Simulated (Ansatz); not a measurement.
**Two runs on GeH$_{2}$O$_{3}$**

System: GeH$_{2}$O$_{3}$.
Method of run A: RKS PBE0-D4/def2-TZVP (Ansatz 0.2.0).

The geometry comes from this level: PBE-D4/def2-SVP. Text and figures count atoms from 1; the logs count them from 0 in places.

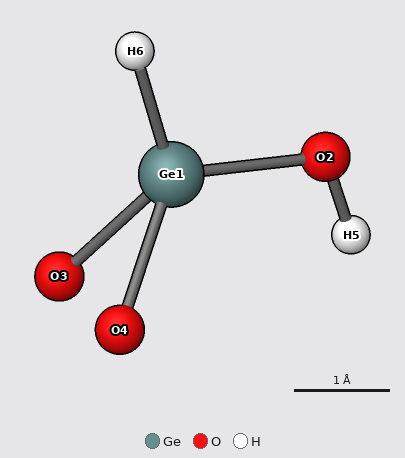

Fig. 1: The structure (ball-and-stick view, seen at a tilt; atoms are numbered from 1 in the order of the input). Sticks mark near contacts.

### Input file, run A
```yaml
crystal:
  periodic: [false, false, false]
  atoms:
    - {symbol: Ge, position_ang: [-0.119128, -0.335419, 0.285386]}
    - {symbol: O, position_ang: [1.413587, -0.169047, -0.584032]}
    - {symbol: O, position_ang: [-1.011114, 1.153069, 0.767601]}
    - {symbol: O, position_ang: [-1.619136, 0.322084, -0.463895]}
    - {symbol: H, position_ang: [1.407083, 0.643028, -1.129113]}
    - {symbol: H, position_ang: [-0.071283, -1.613725, 1.124044]}
basis:
  gaussian: {orbitals: def2-TZVP, initial_orbitals: start.molden}
hamiltonian: {xc: pbe0, dispersion: d4}
scf: {omitted_lower_state_checks: [starts]}
output: {orbitals: {seedname: orbitals}}
```

Command:
```bash
ansatz run in.yaml --threads 4 --pin off --events-out ev --progress --plain --max-ram 3916MiB
```

Hardware: 4 threads of Arm Neoverse V2, 23 GiB of memory available, shared host.

### Output (run A)
```
Functional definition: PBE0
  parameter a = 0.25
  parameter kappa = 0.804
  parameter beta = 0.06672455060314922
  exchange = (1 - a)*pbe_x(kappa = kappa, mu = beta*pi^2/3) + a*exact_x
  correlation = pbe_c(beta = beta)
these checks for a lower state are left out or cut short: starts
942 factors; their error is unknown
mean field evaluation 1: about -62674.1984 eV, gradient 1.9e2 eV
mean field evaluation 2: about -62678.2091 eV, gradient 5.1e0 eV
mean field evaluation 4: about -62678.5611 eV, gradient 3.1e-1 eV
mean field evaluation 8: about -62678.5612 eV, gradient 2.5e-5 eV
mean field -62678.56123317 eV, -2303.3946402645 hartree, gradient 2.5e-5 eV, S^2 0.000000; 0 other end points of the search recorded, 0 dependent functions left out
reference -62678.56125542 eV, -2303.3946410818 hartree; 29, 29 occupied and 124, 124 virtual orbitals, 942 factors
Total energy: -62678.64522390 eV, -2303.3977268666 hartree
Checks for a lower state left out: starts
```

The input of run B differs as follows (lines with − go, lines with + come):
```diff
-hamiltonian: {xc: pbe0, dispersion: d4}
+hamiltonian: {xc: hf}
```

How does run B compare with run A?

The total energies belong to different models, so their difference says nothing on which is more stable or more accurate. The HOMO goes from −7.67 to −12.39 eV. The LUMO goes from −1.51 to 2.08 eV.

### Output (run B)
```
Functional definition: HF
  exchange = exact_x
  correlation = 0
these checks for a lower state are left out or cut short: starts
1099 factors; their error is unknown
mean field evaluation 1: about -62614.2107 eV, gradient 3.3e1 eV
mean field evaluation 2: about -62615.2893 eV, gradient 1.2e0 eV
mean field evaluation 4: about -62616.4766 eV, gradient 6.1e-1 eV
mean field -62616.47689347 eV, -2301.1130828627 hartree, gradient 1.7e-5 eV, S^2 0.000000; 0 other end points of the search recorded, 0 dependent functions left out
reference -62616.47689347 eV, -2301.1130828627 hartree; 29, 29 occupied and 124, 124 virtual orbitals, 1099 factors
Total energy: -62616.47689347 eV, -2301.1130828627 hartree
Checks for a lower state left out: starts
```

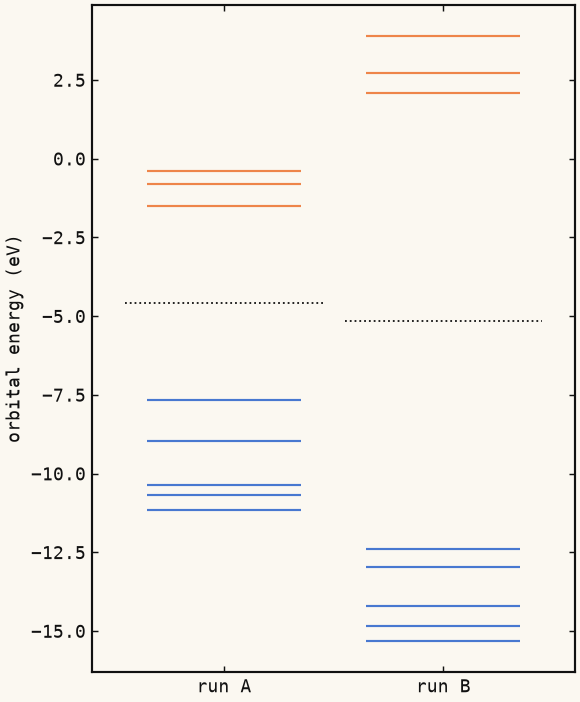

Fig. 2: The five highest filled and three lowest empty orbital energies of the two runs; the dotted lines part filled from empty levels. The HOMO–LUMO gap is 6.16 eV in run A and 14.47 eV in run B.

### The two runs side by side

| quantity | run A | run B |
| --- | --- | --- |
| outcome | converged | converged |
| total energy (hartree) | −2303.397727 | −2301.113083 |
| HOMO (eV) | −7.67 | −12.39 |
| LUMO (eV) | −1.51 | 2.08 |
| basis functions | 153 | 153 |
| wall time (shared host) | 1.2 s | 0.7 s |
